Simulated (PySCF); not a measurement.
# Geometry relaxation, with input and output: C2H7BCl2Si

C2H7BCl2Si, SMILES CC[SiH2]B(Cl)Cl, computed with PBE0-D3(BJ)/def2-SVP geometry optimisation, gas phase (PySCF 2.14.0).

It belongs to a series of runs on one base structure; here: H on Si replaced by C2H5.

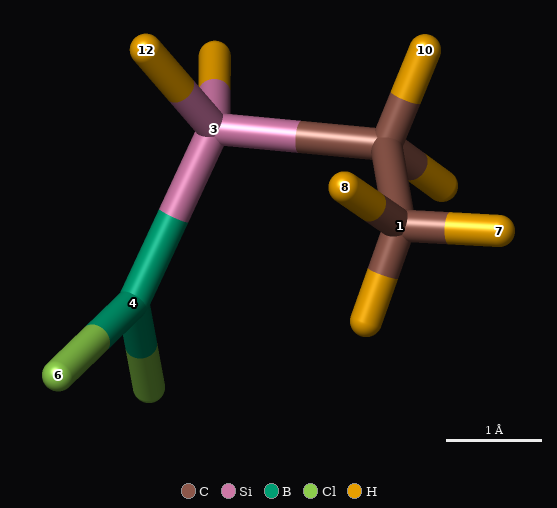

**Figure 1.** The starting structure (stick view, seen at a tilt; atoms are numbered from 1 in the order of the input). Bond lengths as drawn: B–Cl 1.71 to 1.72 Å, B–Si 2.03 Å, C–C 1.50 Å, C–H 1.08 to 1.11 Å, C–Si 1.90 Å and H–Si 1.46 to 1.48 Å.

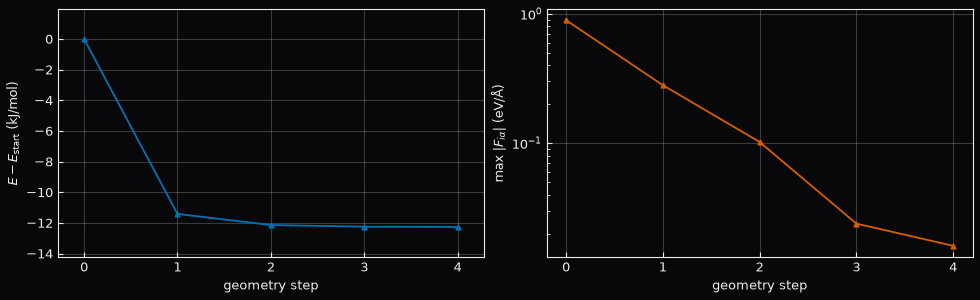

**Figure 2.** Progress of the relaxation, step by step (steps are counted from 0).

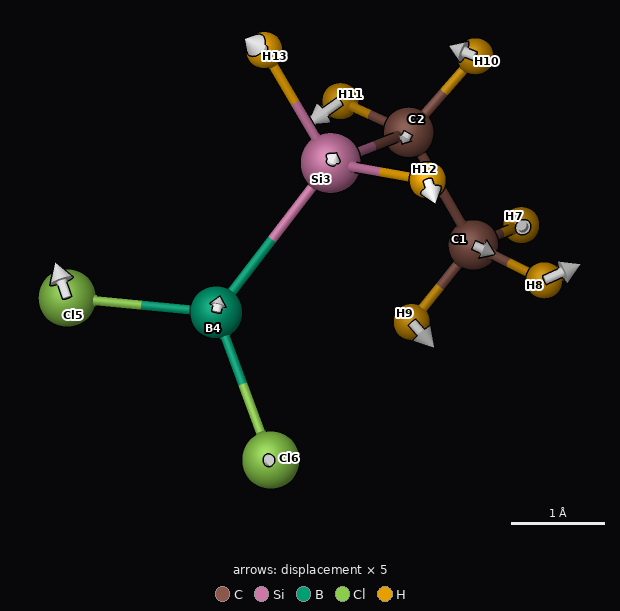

**Figure 3.** The starting structure with the displacements as white arrows, magnified 5 times (ball-and-stick view, seen at a tilt). The two geometries are laid on each other by the best rigid fit. H11 moves most after the best rigid fit: 0.094 Å. By element the largest moves are H 0.094 Å, Cl 0.088 Å, C 0.055 Å, B 0.040 Å, Si 0.033 Å. Among the contacts that change: B4–Cl5 1.709 → 1.751 Å, Si3–H13 1.456 → 1.497 Å, C1–C2 1.496 → 1.526 Å, B4–Cl6 1.725 → 1.752 Å. Among the angles that change: C2–Si3–H13 106.8° → 109.7°, C2–Si3–B4 110.4° → 107.9°, H12–Si3–H13 106.3° → 108.8°. Over 4 geometry steps the energy falls by 12.3 kJ/mol. Largest force component: 0.89 eV/Å at the start, 0.016 eV/Å at the end. (Atoms are counted from 1 in the order of the input.)

The input and output of the run follow.

Input file:
```
{"job": {"xc": "PBE0", "basis": "def2-SVP", "d3": "d3bj", "grid": 1, "shake": 0.01, "kind": "geom"}, "charge": 0, "multiplicity": 1}
C     -1.447670     0.397760    -0.663420
C     -0.883870    -0.783310     0.061340
Si     0.696030    -0.353510     1.025080
B      2.054170     0.527850    -0.197780
Cl     3.114570    -0.402390    -1.162740
Cl     2.076170     2.240480    -0.402480
H     -2.379750     0.148810    -1.179980
H     -1.677510     1.231570     0.025710
H     -0.770970     0.813060    -1.388800
H     -1.626840    -1.182030     0.759740
H     -0.675820    -1.571410    -0.651010
H      0.334860     0.513140     2.166380
H      1.192450    -1.596900     1.597640
```

The first line tells a small driver script what to run in PySCF; the rest is the geometry in Å.

Launch command:
```bash
OMP_NUM_THREADS=1 python <driver script> task.json out
```

Log:
```
step   0  E = -1314.24301004  max force = 0.017369
step   1  E = -1314.24735619  max force = 0.005466
step   2  E = -1314.24763277  max force = 0.001987
step   3  E = -1314.24767290  max force = 0.000464
step   4  E = -1314.24768107  max force = 0.000313
optimisation converged
```

Trajectory as extended XYZ (Å, eV, eV/Å), 5 frames, from step=0 to step=4:
```
13
Properties=species:S:1:pos:R:3:forces:R:3 step=0 energy=-35762.37387
C    -1.4477    0.3978   -0.6634   -0.8932   0.6745   0.4573
C    -0.8839   -0.7833    0.0613    0.3527   0.2805   0.3421
Si    0.6960   -0.3535    1.0251   -0.3424   0.0221  -0.3032
B     2.0542    0.5279   -0.1978   -0.7733  -0.1204   0.6213
Cl    3.1146   -0.4024   -1.1627    0.7048  -0.7114  -0.5984
Cl    2.0762    2.2405   -0.4025   -0.0287   0.7997  -0.0186
H    -2.3798    0.1488   -1.1800   -0.2133  -0.0116  -0.1742
H    -1.6775    1.2316    0.0257   -0.0477  -0.0924  -0.0223
H    -0.7710    0.8131   -1.3888    0.6153   0.2474  -0.7165
H    -1.6268   -1.1820    0.7597   -0.0541  -0.1607   0.2715
H    -0.6758   -1.5714   -0.6510    0.2700  -0.6240  -0.3472
H     0.3349    0.5131    2.1664   -0.0576   0.3635   0.2070
H     1.1925   -1.5969    1.5976    0.4673  -0.6671   0.2813
13
Properties=species:S:1:pos:R:3:forces:R:3 step=1 energy=-35762.49214
C    -0.8193    0.5685   -1.0845    0.1614   0.0328  -0.0978
C    -0.2367   -0.6539   -0.3824   -0.0095  -0.1749  -0.0141
Si    1.3393   -0.3309    0.6262   -0.0245   0.0920   0.0023
B     2.6796    0.5203   -0.6261    0.2714  -0.1723  -0.2174
Cl    3.7533   -0.4699   -1.6310   -0.2810   0.2607   0.2568
Cl    2.7194    2.2594   -0.8483    0.0253  -0.0790  -0.0141
H    -1.7470    0.3239   -1.6241   -0.0131  -0.0227   0.0068
H    -1.0539    1.3707   -0.3711   -0.0312   0.0646   0.0593
H    -0.1166    0.9954   -1.8225   -0.0615  -0.0505   0.0683
H    -0.9776   -1.0866    0.3125    0.0061  -0.0179  -0.0130
H    -0.0060   -1.4523   -1.1122   -0.0138   0.0588   0.0419
H     1.0192    0.6149    1.7464    0.0399  -0.0305  -0.0239
H     1.8859   -1.6015    1.2074   -0.0696   0.0389  -0.0552
13
Properties=species:S:1:pos:R:3:forces:R:3 step=2 energy=-35762.49966
C    -0.8206    0.5660   -1.0812    0.0110   0.0256  -0.0107
C    -0.2365   -0.6579   -0.3843   -0.0113  -0.0581   0.0296
Si    1.3354   -0.3192    0.6217   -0.0124   0.0534  -0.0105
B     2.6850    0.5254   -0.6248    0.0938  -0.1022  -0.0877
Cl    3.7392   -0.4733   -1.6181   -0.0898   0.0891   0.0859
Cl    2.7473    2.2607   -0.8535    0.0111   0.0044   0.0005
H    -1.7467    0.3165   -1.6221   -0.0084   0.0090  -0.0005
H    -1.0619    1.3665   -0.3637   -0.0057  -0.0082  -0.0026
H    -0.1199    0.9958   -1.8150   -0.0038  -0.0076   0.0057
H    -0.9749   -1.0982    0.3081    0.0055  -0.0071  -0.0058
H    -0.0003   -1.4507   -1.1153    0.0108   0.0165  -0.0025
H     1.0233    0.6206    1.7456    0.0040  -0.0017   0.0017
H     1.8703   -1.5942    1.1929   -0.0046  -0.0132  -0.0032
13
Properties=species:S:1:pos:R:3:forces:R:3 step=3 energy=-35762.50075
C    -0.8274    0.5642   -1.0795   -0.0129  -0.0028   0.0088
C    -0.2368   -0.6594   -0.3859   -0.0141   0.0045   0.0165
Si    1.3337   -0.3111    0.6188   -0.0062   0.0111  -0.0103
B     2.6913    0.5252   -0.6260    0.0041  -0.0239   0.0011
Cl    3.7378   -0.4774   -1.6105    0.0025  -0.0089  -0.0061
Cl    2.7728    2.2600   -0.8521   -0.0006   0.0222   0.0048
H    -1.7525    0.3135   -1.6221    0.0010   0.0020   0.0000
H    -1.0743    1.3602   -0.3590    0.0000  -0.0036  -0.0014
H    -0.1281    0.9996   -1.8105    0.0076   0.0035  -0.0057
H    -0.9721   -1.1073    0.3048    0.0033  -0.0056  -0.0030
H     0.0064   -1.4472   -1.1192    0.0117   0.0034  -0.0105
H     1.0242    0.6268    1.7447   -0.0029   0.0031  -0.0018
H     1.8649   -1.5893    1.1870    0.0065  -0.0050   0.0075
13
Properties=species:S:1:pos:R:3:forces:R:3 step=4 energy=-35762.50098
C    -0.8313    0.5640   -1.0780   -0.0076  -0.0028   0.0073
C    -0.2363   -0.6593   -0.3873   -0.0075   0.0085   0.0066
Si    1.3331   -0.3079    0.6177   -0.0021  -0.0022  -0.0032
B     2.6944    0.5240   -0.6262   -0.0111   0.0003   0.0114
Cl    3.7369   -0.4831   -1.6092    0.0121  -0.0129  -0.0161
Cl    2.7832    2.2593   -0.8506    0.0011   0.0056   0.0034
H    -1.7548    0.3116   -1.6225    0.0018  -0.0002  -0.0007
H    -1.0823    1.3566   -0.3553    0.0006  -0.0016  -0.0009
H    -0.1325    1.0043   -1.8069    0.0031   0.0030  -0.0019
H    -0.9700   -1.1124    0.3015    0.0030  -0.0066  -0.0021
H     0.0118   -1.4435   -1.1230    0.0058   0.0032  -0.0076
H     1.0229    0.6304    1.7431   -0.0024   0.0044  -0.0032
H     1.8646   -1.5861    1.1871    0.0032   0.0010   0.0070
```

Results in brief:

- outcome: converged
- total energy: −1314.247681 hartree
- dipole moment: 1.04 D
- point group: C1
- hardware: 1 CPU thread, shared host
- wall time: 40 s
- peak memory: 0.51 GiB
